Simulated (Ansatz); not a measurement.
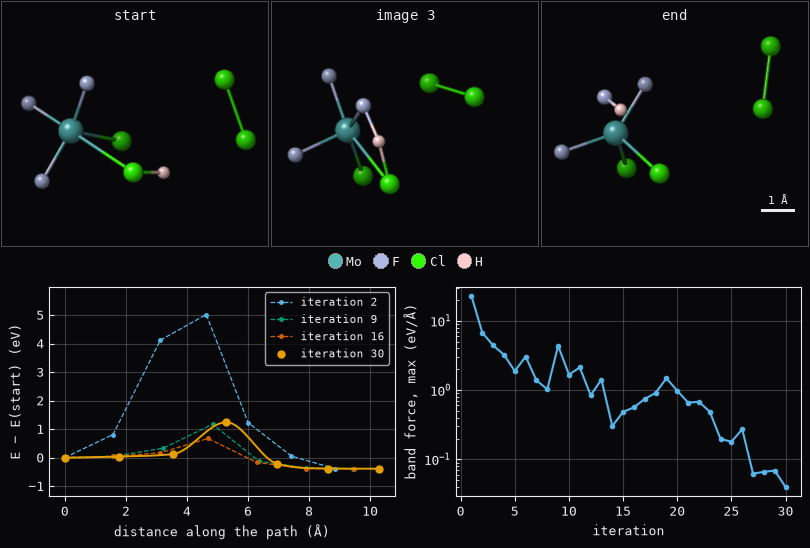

A nudged-elastic-band calculation for MoHCl4F3, made up at the start of MoHCl₂F₃ and Cl2. Images are numbered from 0 (start) to 6 (end). The plot follows the band through its iterations. The picture is a ball-and-stick view, seen at a tilt.

Level of theory: RHF/def2-SVP (Ansatz 0.2.0). Settings: 5 movable images; climbing image; force threshold 0.05 eV/Å; iteration limit 60; starting path through a guess of the saddle point.

> How did the profile develop, and is the result final?

The result is final at these settings. The band converged in 30 iterations. The largest component of the band force went from 23 to 0.04 eV/Å. The climbing image converged on the top of the path. Its vibrational analysis gives one imaginary mode (1214i cm⁻¹), as a transition state must have. The first iteration put the highest image at 10.30 eV. The energy climbs by 1.24 eV to image 3 and then falls by 1.63 eV, so the end point sits at −0.39 eV.

Limits of the set-up: the start holds two separate molecules, 2.9 Å apart at their closest, whose relative position is a soft coordinate and is computed without a dispersion correction; Hartree-Fock leaves out electron correlation.
